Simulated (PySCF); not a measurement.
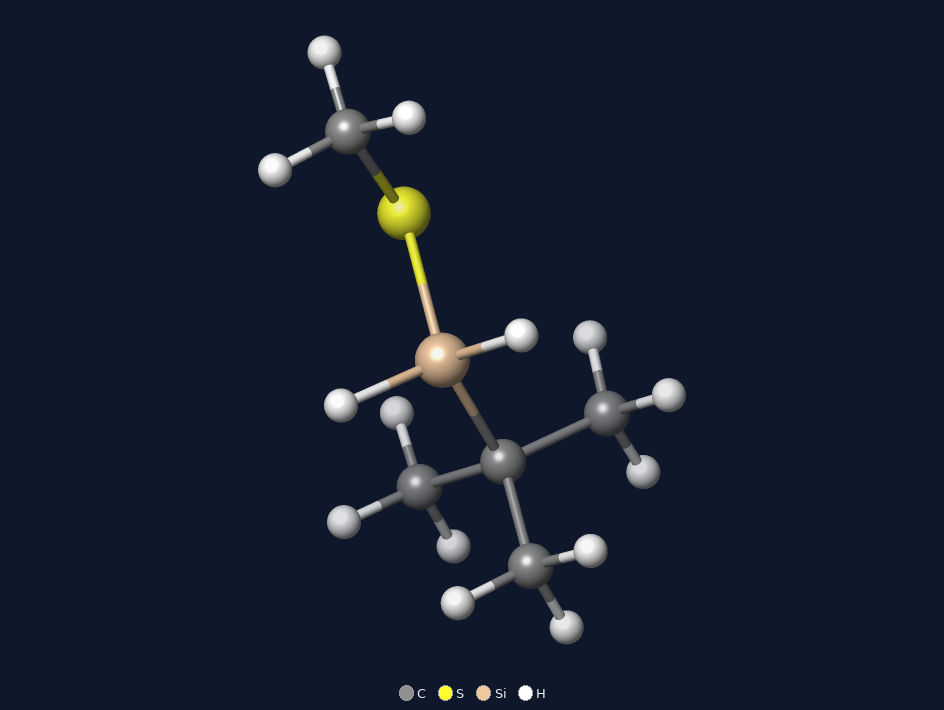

The geometry was computed by an optimisation with PBE0-D3(BJ)/def2-SVP. No frequency run is at hand to confirm it as a minimum.

Give the structural formula.

SMILES: CS[SiH2]C(C)(C)C

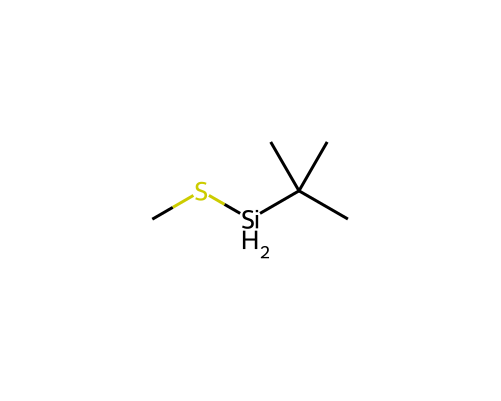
